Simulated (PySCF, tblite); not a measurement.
# C8H9O radical: geometry, infrared bands and EPR parameters

What infrared bands and EPR parameters should C8H9O radical (`[H]/[C]=C\C1=CC(=O)CCC1`) show?

The runs use tblite 0.8.0 and PySCF 2.14.0, with density-fitted response routines of our own; the level of theory stands in each step. All values are computed, except where a source is named. Atoms count from 0, in the outputs and in this text.

**1. The molecule as given**

18 atoms, charge 0, multiplicity 2; geometry from: force field or distance geometry start.

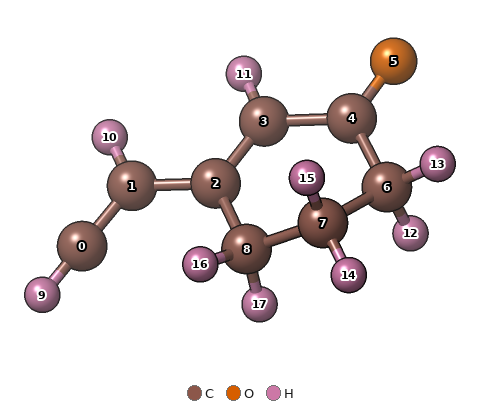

As it starts; carbon brown, oxygen orange, hydrogen pink, atoms numbered.

**2. Geometry optimisation with GFN2-xTB**

The job: settings as JSON, then the geometry in Å.

```
{"job": {"kind": "relax", "xc": "GFN2-xTB", "basis": "xTB"}, "charge": 0, "multiplicity": 2}
C      3.120000    -0.430500     0.343400
C      2.227800     0.518900     0.512600
C      0.818900     0.343200     0.277100
C     -0.037100     1.352000     0.576900
C     -1.503200     1.195900     0.417800
O     -2.244500     2.133700     0.705700
C     -2.041100    -0.129500    -0.060500
C     -1.047800    -0.812200    -0.981900
C      0.329400    -0.953700    -0.338200
H      3.831100    -1.198000     0.204400
H      2.574300     1.465200     0.916200
H      0.281100     2.285600     1.013000
H     -2.252400    -0.748900     0.834200
H     -2.979100     0.037700    -0.592200
H     -1.432200    -1.798200    -1.267300
H     -0.964400    -0.232700    -1.899800
H      1.018000    -1.293900    -1.112900
H      0.292600    -1.728200     0.439700
```

Command:

```sh
OMP_NUM_THREADS=1 python probes_run.py task.json out
```

The driver reads the jobs from task.json and runs them one after another.

**Question.** This job is followed by: GFN2-xTB harmonic vibrations, gas phase; UKS B3LYP, pcH-1 on C H O, non-relativistic, mean-field spin-orbit, GIAO. Predict these results of the whole session: strongest single infrared mode (GFN2-xTB); zero-point energy (GFN2-xTB); g(iso) (B3LYP); ⟨S²⟩; largest a(iso) (averaged by class); potential on the surface of density 0.002 e/bohr³, 1st and 99th percentile.

**Answer**, as computed:

```
                                                                  quantity                  value
                                 strongest single infrared mode (GFN2-xTB)  1720 cm⁻¹, 434 km/mol
                                              zero-point energy (GFN2-xTB)          89.6 kcal/mol
                                                            g(iso) (B3LYP)                2.00209
                                                                      ⟨S²⟩     0.764 (exact 0.75)
                                        largest a(iso) (averaged by class)   13C on C0, 329.1 MHz
potential on the surface of density 0.002 e/bohr³, 1st and 99th percentile     -1.86 V and 1.44 V
```

In words: Relaxing lowered the energy by 0.233 eV in 51 steps; the close pair that moved most is C1–C2, from 1.439 to 1.472 Å. No mode is imaginary among the 48: a minimum at this level. The strongest single mode, at 1720 cm⁻¹, moves mainly C4 and O5. Unscaled tight-binding wavenumbers are off by several per cent, some by more. Its intensities can rank the bands wrongly. Most of the unpaired spin sits on C0 (1.07 e). The isotropic g lies 0.2 ppt below the free-electron value. These values are for one conformer; the search (at its own cheap level) found 1 more, at 1.00 kcal/mol, and measured spectra average over such forms.
